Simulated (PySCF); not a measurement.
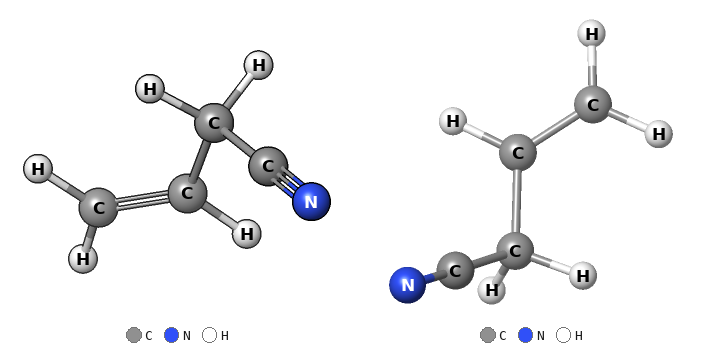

Two views of one molecule.

What does the picture show?

Formula C₄H₅N. As SMILES it reads `C=CCC#N`. It has no ring. Among its groups: nitrile, alkene. This geometry has C1 symmetry. Coordination: 2 C trigonal planar; 1 C tetrahedral; 1 C linear.

More results for the same structure follow; atom numbers are the same in all pictures, views and colours differ. Computed geometry: PBE0-D3(BJ)/def2-SVP optimisation. No frequency run is at hand to confirm it as a minimum.

**Shape**

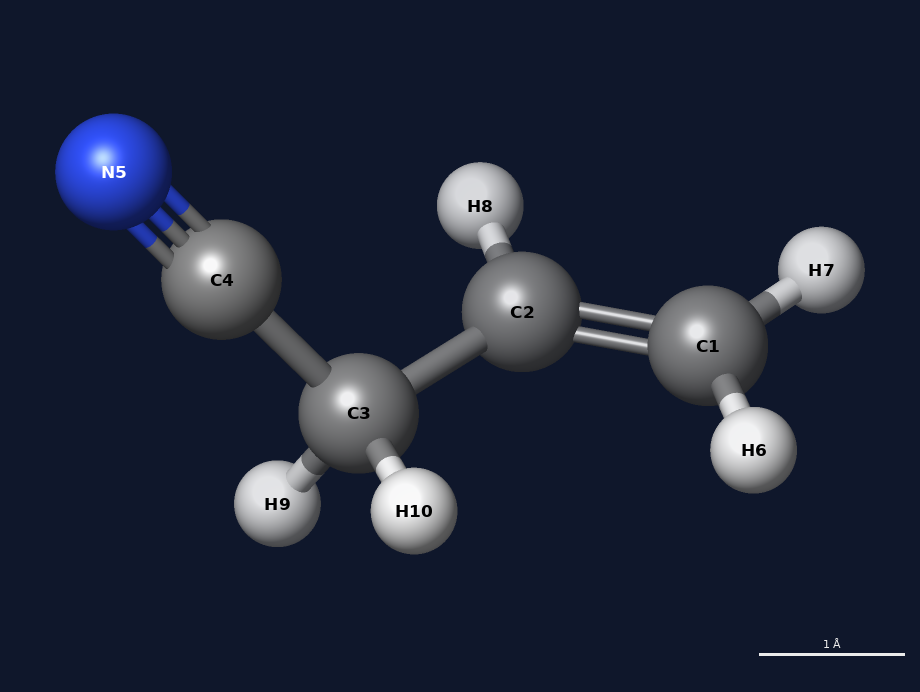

Numbered structure. No frequency run is at hand to confirm it as a minimum.

Give the bond lengths.

| bond | length (Å) | order |
| --- | --- | --- |
| C1–C2 | 1.331 | double |
| C1–H6 | 1.095 | single |
| C1–H7 | 1.093 | single |
| C2–C3 | 1.505 | single |
| C2–H8 | 1.096 | single |
| C3–C4 | 1.461 | single |
| C3–H9 | 1.105 | single |
| C3–H10 | 1.102 | single |
| C4–N5 | 1.157 | triple |

**Spin–spin coupling**

No frequency run is at hand to confirm it as a minimum. Level of theory: B3LYP/6-31G* indirect spin-spin coupling, non-relativistic, gas phase (PySCF 2.14.0). Isotopes: 13C, 1H, 15N.

Give the spin–spin coupling constants of these pairs, with the number of bonds between them: C4/N5, C3/N5, C2/N5, N5/H9, N5/H10.

```tsv
pair	bonds apart	J (Hz)
C4, N5	1	−18.7
C3, N5	2	3.0
C2, N5	3	−1.1
N5, H9	3	−2.3
N5, H10	3	−2.2
```

**Dipole moment**

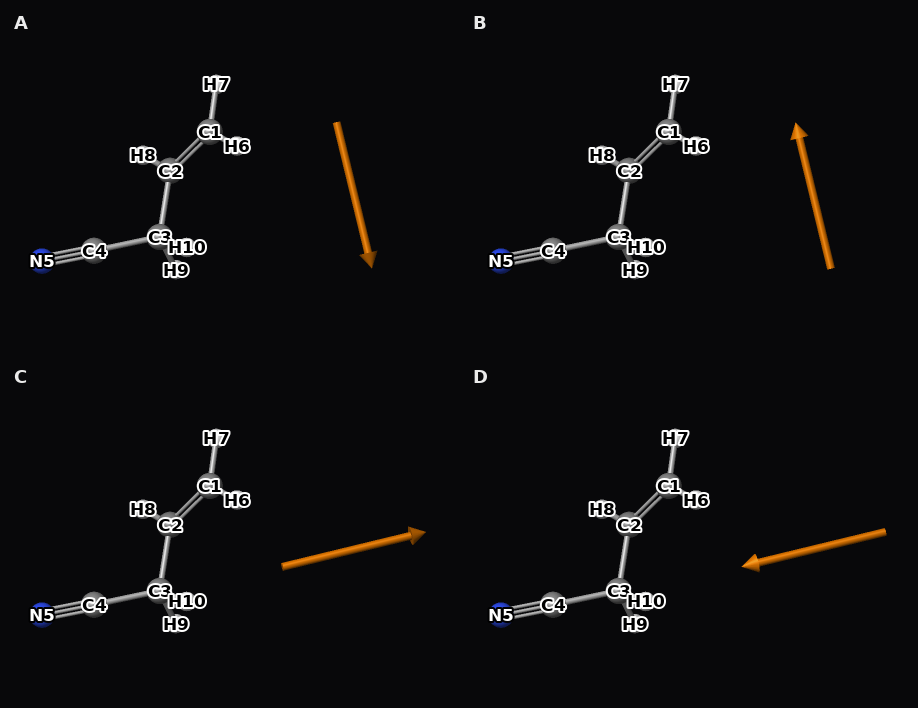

The same molecule four times, each with an arrow. No frequency run is at hand to confirm it as a minimum. Level of theory: B3LYP/cc-pVTZ, gas phase (PySCF 2.14.0).

Which arrow points along the dipole moment, from the negative to the positive end?

Answer. C. The dipole moment is 3.95 D; it points from the side of N5 to the side of H6, H7 (the outermost atoms at the two ends).

**Quadrupole coupling**

No frequency run is at hand to confirm it as a minimum. Electric field gradients from the ground-state density, B3LYP/cc-pVTZ (PySCF 2.14.0), non-relativistic apart from any core potentials.

Give the largest field-gradient component, the quadrupole coupling constant and the asymmetry for 14N at N5 (Q = 20.44 mb), 2H at H6 (Q = 2.86 mb), 2H at H7 (Q = 2.86 mb), 2H at H8 (Q = 2.86 mb), 2H at H9 (Q = 2.86 mb).

```csv
atom,V_zz (a.u.),e²qQ/h (MHz),η
N5,−0.974,−4.68,0.05
H6,0.277,0.186,0.06
H7,0.280,0.188,0.06
H8,0.272,0.183,0.07
H9,0.259,0.174,0.03
```
